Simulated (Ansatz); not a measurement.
Molecular dynamics, with input and output: C2H7ClOSi

System: C2H7ClOSi, SMILES OC(Cl)C[SiH3].
Method: RKS PBE/def2-SVP (Ansatz 0.2.0).

The geometry comes from this level: PBE0-D4/def2-TZVP. Figures and captions count atoms from 1; the log counts them from 0 in places.

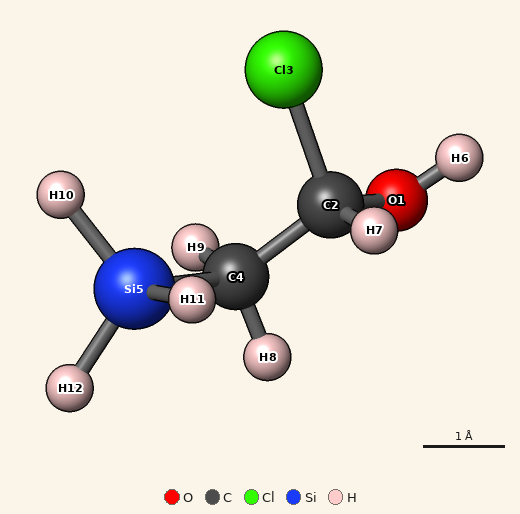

The input geometry (ball-and-stick view, seen at a tilt; atoms are numbered from 1 in the order of the input). Bond lengths as drawn: C–C 1.50 Å, C–Cl 1.83 Å, C–H 1.09 to 1.10 Å, C–O 1.38 Å, C–Si 1.89 Å, H–O 0.96 Å and H–Si 1.48 to 1.49 Å.

The input:
```yaml
crystal:
  periodic: [false, false, false]
  atoms:
    - {symbol: O, position_ang: [-1.769794, -0.851690, 1.237708]}
    - {symbol: C, position_ang: [-0.944897, 0.055446, 0.612235]}
    - {symbol: Cl, position_ang: [-0.192168, 1.185278, 1.840481]}
    - {symbol: C, position_ang: [0.132871, -0.678013, -0.136009]}
    - {symbol: Si, position_ang: [1.388276, 0.420794, -1.014339]}
    - {symbol: H, position_ang: [-2.488589, -0.379588, 1.670035]}
    - {symbol: H, position_ang: [-1.499350, 0.739477, -0.036251]}
    - {symbol: H, position_ang: [-0.360896, -1.311181, -0.881386]}
    - {symbol: H, position_ang: [0.649897, -1.346986, 0.558198]}
    - {symbol: H, position_ang: [2.415227, 0.945683, -0.083370]}
    - {symbol: H, position_ang: [0.685560, 1.556721, -1.669867]}
    - {symbol: H, position_ang: [2.060862, -0.391239, -2.063434]}
basis:
  gaussian: {orbitals: def2-SVP}
hamiltonian: {xc: {name: PBE}}
md: {timestep: 1 fs, n_steps: 20, ensemble: nve, temperature: 500, initial_velocities: maxwell_boltzmann, seed: 216}
```

Hardware: 4 threads of Arm Neoverse V1, 23 GiB of memory available, shared host.

Command:
```bash
ansatz run in.yaml --threads 4 --pin off --events-out ev --progress --plain --max-ram 10444MiB
```

The program's output:
```
Functional definition: PBE
  name "PBE"
  cite "Perdew, Burke & Ernzerhof, Phys. Rev. Lett. 77, 3865 (1996) doi:10.1103/PhysRevLett.77.3865"
  parent pbe
  parameter kappa = 0.804
  parameter beta = 0.06672455060314922
  exchange = pbe_x(kappa = kappa, mu = beta*pi^2/3)
  correlation = pbe_c(beta = beta)
1256 factors; their error is unknown
mean field evaluation 1: about -24602.6042 eV, gradient 6.2e1 eV
mean field evaluation 2: about -24582.7541 eV, gradient 1.1e2 eV
mean field evaluation 4: about -24611.2023 eV, gradient 8.0e0 eV
mean field evaluation 8: about -24611.3458 eV, gradient 1.6e-1 eV
mean field evaluation 16: about -24611.2694 eV, gradient 2.3e-4 eV
mean field -24611.26941459 eV, -904.4474688684 hartree, gradient 2.1e-5 eV, S^2 0.000000; 0 other end points of the search recorded, 0 dependent functions left out
the calculation of the forces begins
reference -24611.26944969 eV, -904.4474701587 hartree; 29, 29 occupied and 84, 84 virtual orbitals, 1256 factors
md step     0: t =     0.00 fs  T =   500.0 K  F+E_penalty+E_count = -24611.26941459 eV  E_kin = 0.646300 eV  conserved = -24610.62311459 eV  (28 SCF iters)
these checks for a lower state are left out or cut short: starts, cluster_reference, orbital_swaps, neighbouring_geometries, increment
1256 factors; their error is unknown
mean field -24611.20486538 eV, -904.4450967291 hartree, gradient 1.3e-5 eV, S^2 0.000000; 0 other end points of the search recorded, 0 dependent functions left out
[... from here on the field's lines of each further geometry are left out, up to the last ...]
md step     1: t =     1.00 fs  T =   455.1 K  F+E_penalty+E_count = -24611.20486538 eV  E_kin = 0.588285 eV  conserved = -24610.61658045 eV  (31 SCF iters)
md step     2: t =     2.00 fs  T =   359.3 K  F+E_penalty+E_count = -24611.07493503 eV  E_kin = 0.464425 eV  conserved = -24610.61051003 eV  (30 SCF iters)
md step     3: t =     3.00 fs  T =   275.1 K  F+E_penalty+E_count = -24610.96651025 eV  E_kin = 0.355590 eV  conserved = -24610.61092067 eV  (31 SCF iters)
md step     4: t =     4.00 fs  T =   208.5 K  F+E_penalty+E_count = -24610.88047874 eV  E_kin = 0.269452 eV  conserved = -24610.61102671 eV  (31 SCF iters)
md step     5: t =     5.00 fs  T =   159.5 K  F+E_penalty+E_count = -24610.81490199 eV  E_kin = 0.206166 eV  conserved = -24610.60873611 eV  (31 SCF iters)
md step     6: t =     6.00 fs  T =   148.5 K  F+E_penalty+E_count = -24610.79972911 eV  E_kin = 0.191956 eV  conserved = -24610.60777283 eV  (31 SCF iters)
md step     7: t =     7.00 fs  T =   184.4 K  F+E_penalty+E_count = -24610.84817592 eV  E_kin = 0.238351 eV  conserved = -24610.60982537 eV  (31 SCF iters)
md step     8: t =     8.00 fs  T =   245.7 K  F+E_penalty+E_count = -24610.93075296 eV  E_kin = 0.317537 eV  conserved = -24610.61321584 eV  (31 SCF iters)
md step     9: t =     9.00 fs  T =   296.0 K  F+E_penalty+E_count = -24610.99851224 eV  E_kin = 0.382559 eV  conserved = -24610.61595318 eV  (31 SCF iters)
md step    10: t =    10.00 fs  T =   306.3 K  F+E_penalty+E_count = -24611.01349147 eV  E_kin = 0.395947 eV  conserved = -24610.61754445 eV  (31 SCF iters)
md step    11: t =    11.00 fs  T =   265.5 K  F+E_penalty+E_count = -24610.95961034 eV  E_kin = 0.343233 eV  conserved = -24610.61637710 eV  (31 SCF iters)
md step    12: t =    12.00 fs  T =   199.0 K  F+E_penalty+E_count = -24610.86691977 eV  E_kin = 0.257272 eV  conserved = -24610.60964792 eV  (30 SCF iters)
md step    13: t =    13.00 fs  T =   178.8 K  F+E_penalty+E_count = -24610.83603167 eV  E_kin = 0.231164 eV  conserved = -24610.60486750 eV  (31 SCF iters)
md step    14: t =    14.00 fs  T =   248.8 K  F+E_penalty+E_count = -24610.93177728 eV  E_kin = 0.321575 eV  conserved = -24610.61020238 eV  (31 SCF iters)
md step    15: t =    15.00 fs  T =   356.1 K  F+E_penalty+E_count = -24611.07802161 eV  E_kin = 0.460301 eV  conserved = -24610.61772013 eV  (31 SCF iters)
md step    16: t =    16.00 fs  T =   415.9 K  F+E_penalty+E_count = -24611.15749983 eV  E_kin = 0.537555 eV  conserved = -24610.61994436 eV  (31 SCF iters)
md step    17: t =    17.00 fs  T =   391.3 K  F+E_penalty+E_count = -24611.12381849 eV  E_kin = 0.505830 eV  conserved = -24610.61798831 eV  (31 SCF iters)
md step    18: t =    18.00 fs  T =   301.1 K  F+E_penalty+E_count = -24611.00205591 eV  E_kin = 0.389174 eV  conserved = -24610.61288177 eV  (30 SCF iters)
md step    19: t =    19.00 fs  T =   205.3 K  F+E_penalty+E_count = -24610.87199161 eV  E_kin = 0.265330 eV  conserved = -24610.60666139 eV  (31 SCF iters)
the calculation of the forces begins
reference -24610.82520035 eV, -904.4311442965 hartree; 29, 29 occupied and 84, 84 virtual orbitals, 1256 factors
1256 factors; their error is unknown
mean field evaluation 192: about -24610.8252 eV, gradient 4.2e-2 eV
mean field -24610.82516436 eV, -904.4311429739 hartree, gradient 2.1e-5 eV, S^2 0.000000; 1 other end points of the search recorded, 0 dependent functions left out
the calculation of the forces begins
reference -24610.82520035 eV, -904.4311442965 hartree; 29, 29 occupied and 84, 84 virtual orbitals, 1256 factors
md step    20: t =    20.00 fs  T =   169.3 K  F+E_penalty+E_count = -24610.82516436 eV  E_kin = 0.218876 eV  conserved = -24610.60628797 eV  (30 SCF iters)
```

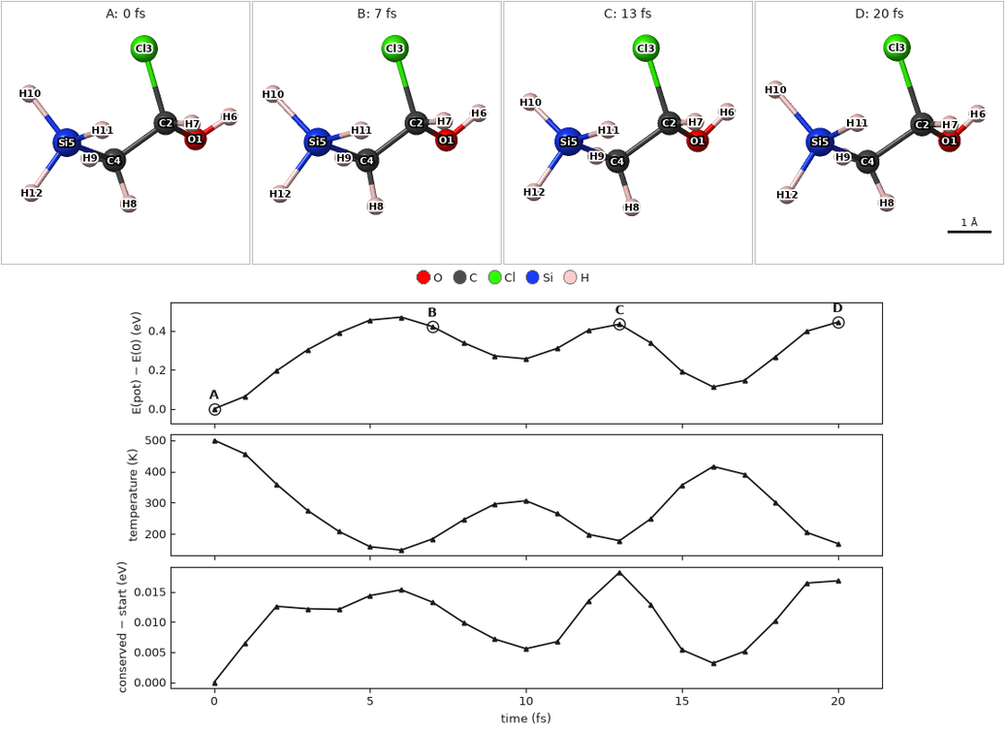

Frames of the molecular dynamics (ball-and-stick, seen at a tilt) above the curves, on which the letters mark them. The trajectory kept here has 21 frames over 20 fs. The temperature starts at 500 K, ranges from 149 to 500 K and averages 276 K over the second half. The potential energy ends 0.444 eV above its first value. The conserved quantity stays within 0.018 eV. After an unweighted best fit of the last frame on the first, the root-mean-square displacement is 0.12 Å, and H10 has moved furthest (0.22 Å).

```
Total energy: -24610.82520035 eV, -904.4311442965 hartree
Atom 0 at    -1.785958    -0.895138     1.221391 Å, force     0.777892    -0.632753    -0.608270 eV/Å
Atom 1 at    -1.016246     0.047581     0.592157 Å, force     1.270229    -0.176413     0.009801 eV/Å
Atom 2 at    -0.167756     1.216694     1.839199 Å, force    -0.412999    -0.196333    -0.228737 eV/Å
Atom 3 at     0.126964    -0.717249    -0.156090 Å, force     0.080420     1.211450     2.156526 eV/Å
Atom 4 at     1.397342     0.422219    -0.999132 Å, force     0.958911     1.335905     0.095103 eV/Å
Atom 5 at    -2.357581    -0.476803     1.853735 Å, force    -0.976036     0.714913     0.805789 eV/Å
Atom 6 at    -1.602615     0.749781    -0.061535 Å, force     0.295352    -0.138631     0.208330 eV/Å
Atom 7 at    -0.457245    -1.310691    -0.822268 Å, force    -0.281543    -1.218455    -1.241032 eV/Å
Atom 8 at     0.661179    -1.368505     0.630347 Å, force    -0.695132     0.548181    -0.924937 eV/Å
Atom 9 at     2.596578     0.922953     0.047253 Å, force    -1.446620    -0.687574    -1.296367 eV/Å
Atom 10 at     0.677818     1.720163    -1.589659 Å, force     0.548815    -1.018654     0.507131 eV/Å
Atom 11 at     2.010524    -0.317759    -2.205037 Å, force    -0.119289     0.258363     0.516663 eV/Å
Dipole moment:    -0.385024    -0.152581    -0.050334 e Å
```

Trajectory as extended XYZ (Å, eV, eV/Å), 8 of the 21 frames kept, from step=0 to step=20:
```
12
Properties=species:S:1:pos:R:3:forces:R:3 step=0 time_fs=0.0 energy=-24611.26941 temperature=500.0
O    -1.7698   -0.8517    1.2377    0.2963  -0.6966  -0.1782
C    -0.9449    0.0554    0.6122   -0.1405  -0.3762   0.2519
Cl   -0.1922    1.1853    1.8405    0.2931   0.4466   0.3899
C     0.1329   -0.6780   -0.1360    0.0047   0.2873  -0.0974
Si    1.3883    0.4208   -1.0143    0.0497   0.0054  -0.0007
H    -2.4886   -0.3796    1.6700   -0.4937   0.3786   0.2687
H    -1.4993    0.7395   -0.0363   -0.2897   0.4246  -0.4207
H    -0.3609   -1.3112   -0.8814   -0.2236  -0.3305  -0.3610
H     0.6499   -1.3470    0.5582    0.2452  -0.3422   0.3486
H     2.4152    0.9457   -0.0834    0.2419   0.1208   0.1966
H     0.6856    1.5567   -1.6699   -0.1423   0.2479  -0.1567
H     2.0609   -0.3912   -2.0634    0.1589  -0.1659  -0.2409
12
Properties=species:S:1:pos:R:3:forces:R:3 step=3 time_fs=3.0 energy=-24610.96651 temperature=275.1
O    -1.7699   -0.8603    1.2310    0.3691  -0.4795  -0.1812
C    -0.9342    0.0551    0.6099   -1.4347  -0.0297   0.3564
Cl   -0.1903    1.1886    1.8379    0.3865   0.3583   0.4430
C     0.1095   -0.6755   -0.1250    0.2321  -0.5938  -2.3880
Si    1.3890    0.4252   -1.0159    0.8317   0.5985   0.6703
H    -2.4552   -0.3901    1.7192   -0.4195   0.3789   0.2415
H    -1.4978    0.7655   -0.0154   -0.1720   0.1784  -0.3458
H    -0.3200   -1.4017   -0.9212    0.0915   1.0356   0.8658
H     0.5857   -1.3394    0.5622    0.8759  -0.8562   1.0236
H     2.5576    0.8930    0.0318   -1.2988  -0.2611  -1.1840
H     0.5642    1.5871   -1.6799    0.7489  -0.6035   0.3891
H     2.0938   -0.4288   -2.0642   -0.2107   0.2739   0.1094
12
Properties=species:S:1:pos:R:3:forces:R:3 step=6 time_fs=6.0 energy=-24610.79973 temperature=148.5
O    -1.7685   -0.8711    1.2238   -1.0307   0.7365   0.9640
C    -0.9335    0.0547    0.6098   -2.2695   0.6373  -0.0709
Cl   -0.1875    1.1928    1.8364    0.3856   0.2553   0.4293
C     0.0890   -0.6777   -0.1285    2.4204  -1.7823  -0.3174
Si    1.3921    0.4311   -1.0156    0.7641   0.1023   0.8539
H    -2.4504   -0.3744    1.7814    0.9602  -0.6436  -0.8689
H    -1.5089    0.8037   -0.0214    0.2707  -0.5371   0.1732
H    -0.2769   -1.4150   -0.8984   -0.4479   0.6141   0.3038
H     0.5834   -1.3875    0.6349   -0.2049   0.8295  -0.7371
H     2.5966    0.8212    0.0530   -1.4715  -0.0620  -1.2955
H     0.5030    1.5713   -1.6600    0.9904  -0.5895   0.3974
H     2.1101   -0.4446   -2.0576   -0.3669   0.4395   0.1683
12
Properties=species:S:1:pos:R:3:forces:R:3 step=9 time_fs=9.0 energy=-24610.99851 temperature=296.0
O    -1.7715   -0.8789    1.2208    0.3634  -0.0195  -0.1908
C    -0.9482    0.0582    0.6094   -1.2579  -0.0389  -0.1970
Cl   -0.1837    1.1976    1.8360    0.2757   0.1499   0.3541
C     0.0850   -0.6908   -0.1344    2.7963   0.0304   1.4089
Si    1.3975    0.4373   -1.0126   -0.0795  -1.0785   0.6425
H    -2.3841   -0.3999    1.7860   -0.6306   0.3313   0.4238
H    -1.5023    0.8026   -0.0175   -0.0576  -0.2777  -0.0018
H    -0.2744   -1.3846   -0.8578   -1.1154  -0.7829  -1.1030
H     0.5717   -1.3772    0.6563   -0.2036   0.7672  -0.8539
H     2.5165    0.7461   -0.0306   -0.3632   0.4572  -0.2452
H     0.5224    1.5100   -1.6087    0.4796   0.2510  -0.0507
H     2.0969   -0.4253   -2.0393   -0.2072   0.2105  -0.1871
12
Properties=species:S:1:pos:R:3:forces:R:3 step=11 time_fs=11.0 energy=-24610.95961 temperature=265.5
O    -1.7731   -0.8836    1.2188    0.6721  -0.2289  -0.5122
C    -0.9636    0.0607    0.6084   -0.1274  -0.7605  -0.0885
Cl   -0.1809    1.2010    1.8362    0.1689   0.0943   0.2859
C     0.0933   -0.7005   -0.1337    1.1139   0.7729  -0.1844
Si    1.4010    0.4398   -1.0096   -1.3737  -2.1404  -0.1832
H    -2.3571   -0.4094    1.7986   -1.0834   0.5873   0.8563
H    -1.4983    0.7866   -0.0137   -0.4702   0.2343  -0.3564
H    -0.3208   -1.3912   -0.8727   -0.5558  -0.1749  -0.3618
H     0.5541   -1.3333    0.6305    0.4794  -0.3502   0.2393
H     2.4402    0.7151   -0.1033    1.3377   0.9581   1.2840
H     0.5612    1.4763   -1.5744   -0.1562   1.0558  -0.4758
H     2.0772   -0.4009   -2.0339   -0.0052  -0.0479  -0.5031
12
Properties=species:S:1:pos:R:3:forces:R:3 step=14 time_fs=14.0 energy=-24610.93178 temperature=248.8
O    -1.7739   -0.8908    1.2150   -1.0312   0.9582   1.2564
C    -0.9868    0.0598    0.6062    0.7554  -0.7243  -0.3678
Cl   -0.1762    1.2063    1.8370   -0.0270   0.0060   0.1393
C     0.1103   -0.7101   -0.1359   -1.2124   0.7932  -1.8623
Si    1.4026    0.4379   -1.0056   -1.6025  -2.0789  -0.4339
H    -2.3731   -0.3985    1.8573    0.5328  -0.7029  -0.8340
H    -1.5252    0.7793   -0.0325   -0.3070   0.1378  -0.1634
H    -0.4177   -1.4027   -0.9068    0.7084   0.8047   0.9570
H     0.5688   -1.3044    0.6213    0.7712  -1.0882   0.8617
H     2.4296    0.7386   -0.1136    1.6082   0.9159   1.4970
H     0.6056    1.5037   -1.5580   -0.3317   1.1366  -0.5002
H     2.0487   -0.3690   -2.0629    0.1358  -0.1580  -0.5499
12
Properties=species:S:1:pos:R:3:forces:R:3 step=17 time_fs=17.0 energy=-24611.12382 temperature=391.3
O    -1.7791   -0.8936    1.2168   -0.3817   0.3016   0.6041
C    -1.0050    0.0541    0.6013    0.9353  -0.0487  -0.6645
Cl   -0.1717    1.2116    1.8382   -0.2538  -0.1136  -0.0586
C     0.1205   -0.7147   -0.1487   -0.5141   0.0959   0.8505
Si    1.3997    0.4301   -1.0028    0.2521   0.0312   0.3355
H    -2.3601   -0.4338    1.8618   -0.0486  -0.1421  -0.2311
H    -1.5754    0.7806   -0.0626    0.3211  -0.4456   0.4283
H    -0.4624   -1.3564   -0.8720    0.6756   0.0591   0.2627
H     0.6364   -1.3509    0.6651   -0.6067   0.4632  -1.0930
H     2.5387    0.8337   -0.0117   -0.7397  -0.1105  -0.6269
H     0.6278    1.6187   -1.5797    0.3694  -0.2079   0.1667
H     2.0298   -0.3479   -2.1347   -0.0088   0.1174   0.0265
12
Properties=species:S:1:pos:R:3:forces:R:3 step=20 time_fs=20.0 energy=-24610.82516 temperature=169.3
O    -1.7860   -0.8951    1.2214    0.7779  -0.6328  -0.6083
C    -1.0162    0.0476    0.5922    1.2702  -0.1764   0.0098
Cl   -0.1678    1.2167    1.8392   -0.4130  -0.1963  -0.2287
C     0.1270   -0.7172   -0.1561    0.0804   1.2114   2.1565
Si    1.3973    0.4222   -0.9991    0.9589   1.3359   0.0951
H    -2.3576   -0.4768    1.8537   -0.9760   0.7149   0.8058
H    -1.6026    0.7498   -0.0615    0.2954  -0.1386   0.2083
H    -0.4572   -1.3107   -0.8223   -0.2815  -1.2185  -1.2410
H     0.6612   -1.3685    0.6303   -0.6951   0.5482  -0.9249
H     2.5966    0.9230    0.0473   -1.4466  -0.6876  -1.2964
H     0.6778    1.7202   -1.5897    0.5488  -1.0187   0.5071
H     2.0105   -0.3178   -2.2050   -0.1193   0.2584   0.5167
```

Key numbers:

```json
{"quantity": "outcome", "value": "finished"}
{"quantity": "mean temperature over the second half", "value": "276 K"}
{"quantity": "trajectory", "value": "20 steps, 20 fs"}
{"quantity": "ensemble", "value": "nve"}
{"quantity": "temperature in the input", "value": "500 K"}
{"quantity": "time step", "value": "1 fs"}
{"quantity": "potential energy (last step)", "value": "−24610.8252 eV"}
{"quantity": "SCF solution under orbital rotations (last step)", "value": "stable"}
{"quantity": "largest force (length of the vector) (last step)", "value": "2.475 eV/Å"}
{"quantity": "dipole moment (last step)", "value": "2.00 D"}
{"quantity": "wall time", "value": "28 s (CPU time 1.7 min)"}
{"quantity": "peak memory", "value": "0.16 GiB"}
```

Notes:

So short a trajectory is not equilibrated.
